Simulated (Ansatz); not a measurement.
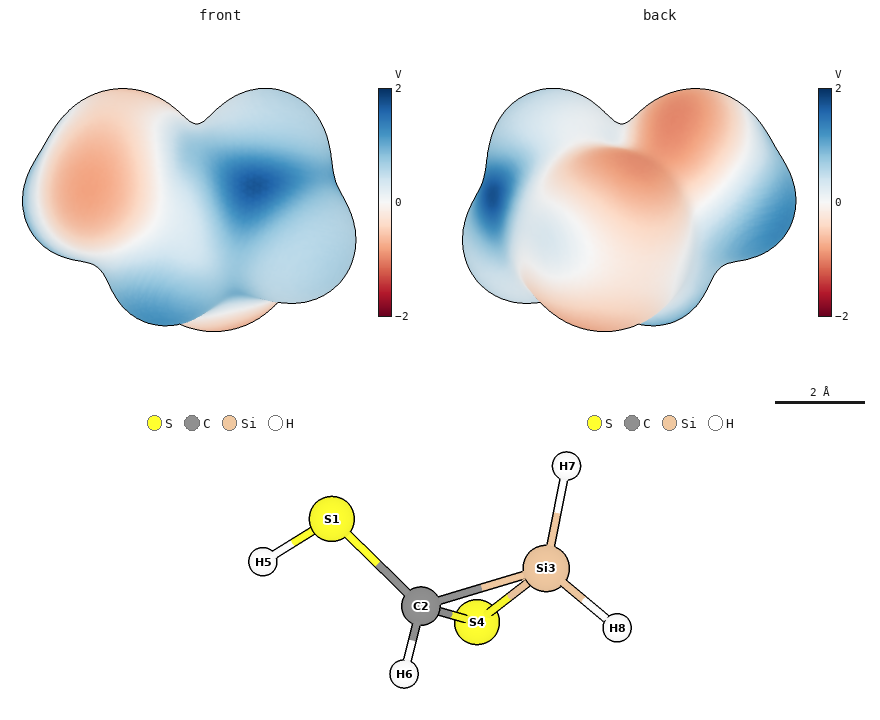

The picture shows: CH4S2Si (SMILES SC1[SiH2]S1). The molecular electrostatic potential painted on the density surface at 0.002 e/bohr³, seen from the front and from behind; the colour scale runs from red (negative) to blue (positive). The bare structure is drawn below in the same view.

Geometry: PBE0-D4/def2-TZVP.

Method: Ansatz, RKS PBE0-D4/def2-TZVPP.

Input

```
crystal:
  periodic: [false, false, false]
  atoms:
    - {symbol: S, position_ang: [0.168385, 1.757306, -0.822117]}
    - {symbol: C, position_ang: [-0.419261, 0.375539, 0.122779]}
    - {symbol: Si, position_ang: [0.711119, -1.063672, 0.387413]}
    - {symbol: S, position_ang: [-1.018551, -1.156660, -0.767332]}
    - {symbol: H, position_ang: [-1.013135, 2.155253, -1.328343]}
    - {symbol: H, position_ang: [-1.092176, 0.644599, 0.931439]}
    - {symbol: H, position_ang: [2.024050, -1.045294, -0.289592]}
    - {symbol: H, position_ang: [0.731469, -1.724270, 1.709854]}
basis:
  gaussian: {orbitals: def2-TZVPP}
hamiltonian: {xc: pbe0, dispersion: d4}
output: {orbitals: {seedname: orbitals}}
```

Run with:

```sh
ansatz run in.yaml --threads 2 --pin off --events-out ev --progress --plain --max-ram 4352MiB
```

> Describe the electrostatic potential map.

The most negative region (about −0.9 V) lies over S1 and S4, the most positive (about +1.7 V) over Si3.
